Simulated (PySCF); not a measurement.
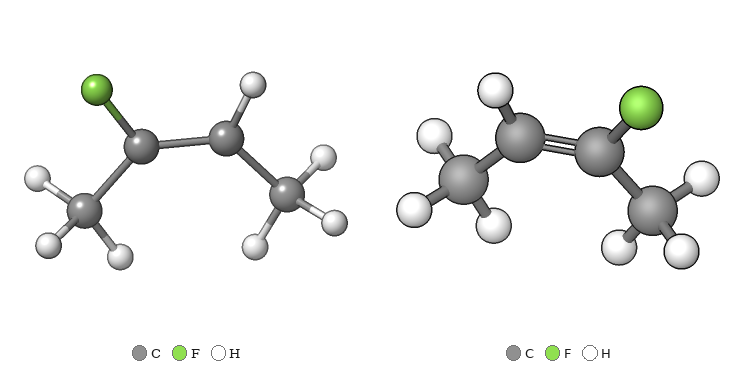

The same structure drawn twice, from different directions.

What does the picture show?

It has 12 atoms: 4 carbon, 7 hydrogen and 1 fluorine (C4H7F). SMILES: `C/C=C(\C)F`. It has no ring. Among its groups: alkene, C–F bond. The point group is Cs. Coordination: 2 C tetrahedral; 2 C trigonal planar.

The parts below concern this one geometry. Atoms keep their numbers from picture to picture. The geometry was computed by an optimisation with PBE0-D3(BJ)/def2-SVP. No frequency run is at hand to confirm it as a minimum.

## Excitation

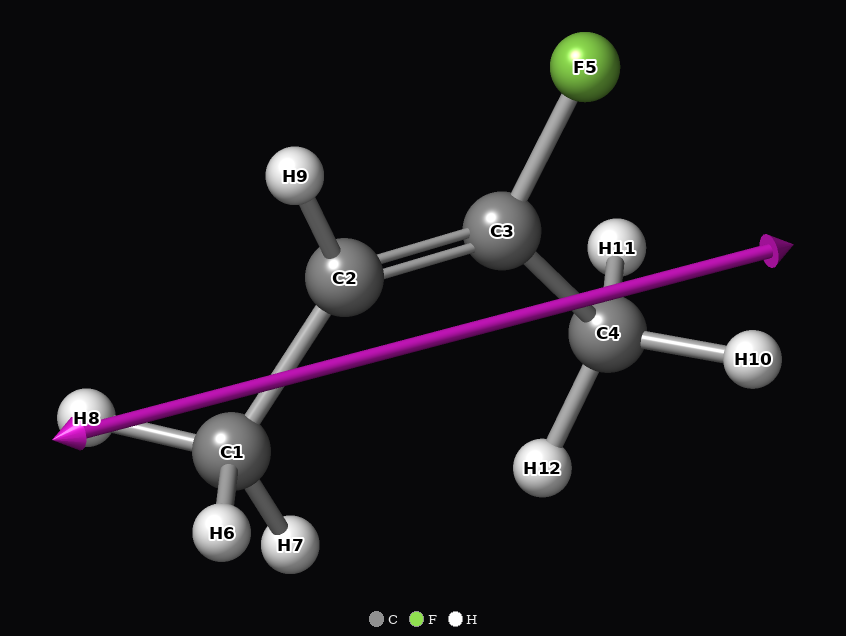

The double arrow shows the direction of the transition dipole to excited singlet state 2 (its length means nothing). No frequency run is at hand to confirm it as a minimum. Level of theory: TDDFT HF/def2-SVPD, vertical, gas phase, core orbitals frozen in the response (PySCF 2.14.0).

How is the transition polarised?

Answer. Nearly parallel to the C2–C3 bond.

Where does the transition lie, and how strong is it?

Answer. 7.62 eV (163 nm), oscillator strength 0.57, mainly HOMO → LUMO+4 (weight 0.83); transition dipole 4.45 D.

## NMR shielding

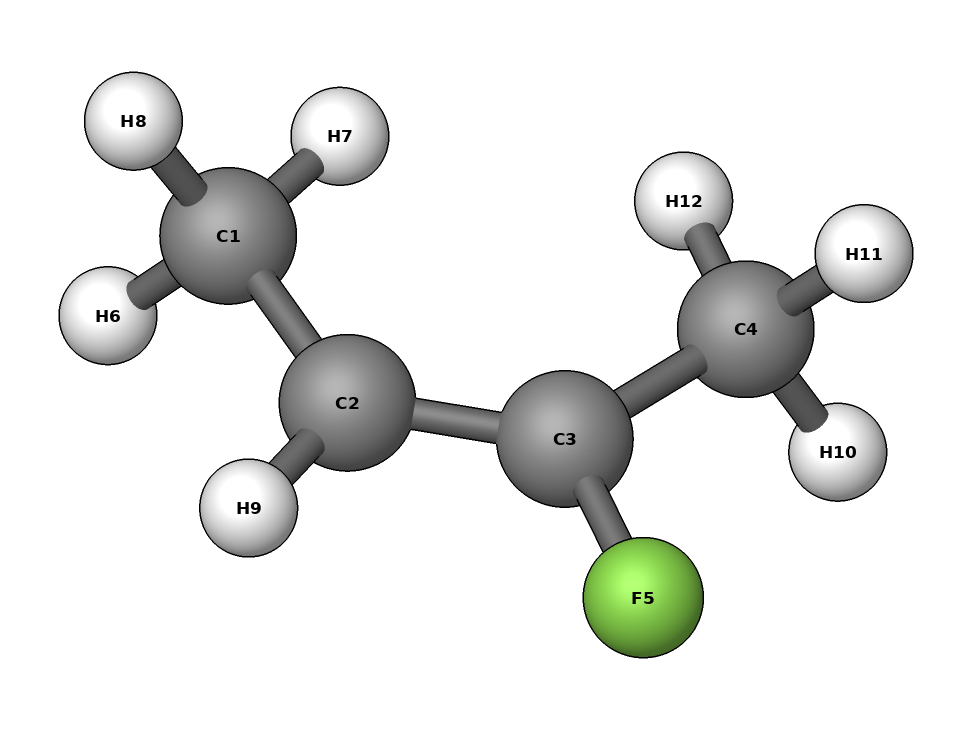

No frequency run is at hand to confirm it as a minimum. Level of theory: GIAO PBE0/6-311+G(2d,p) NMR shielding, non-relativistic, gas phase (PySCF 2.14.0). Principal shieldings σ11 ≤ σ22 ≤ σ33, span Ω = σ33 − σ11, skew κ = 3(σiso − σ22)/Ω.

Give the shielding tensors of the F atoms.

```tsv
atom	σ11	σ22	σ33	σiso	Ω	κ
F5	191.3	300.3	334.7	275.4	143.5	−0.52
```

Shieldings and span in ppm.

## Charges

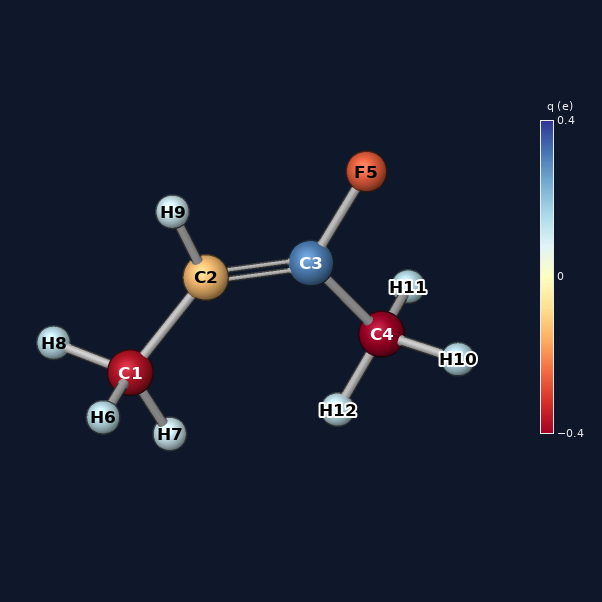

Atoms are coloured by their Mulliken charges. No frequency run is at hand to confirm it as a minimum. Method: PBE0/IGLO-III, gas phase (PySCF 2.14.0).

Give the Mulliken charges atom by atom.

| atom | value (e) |
| --- | --- |
| C1 | −0.37 |
| C2 | −0.13 |
| C3 | 0.30 |
| C4 | −0.40 |
| F5 | −0.25 |
| H6 | 0.13 |
| H7 | 0.10 |
| H8 | 0.13 |
| H9 | 0.11 |
| H10 | 0.14 |
| H11 | 0.14 |
| H12 | 0.12 |

Mulliken values depend strongly on the basis set and can even reverse the polarity of a bond.
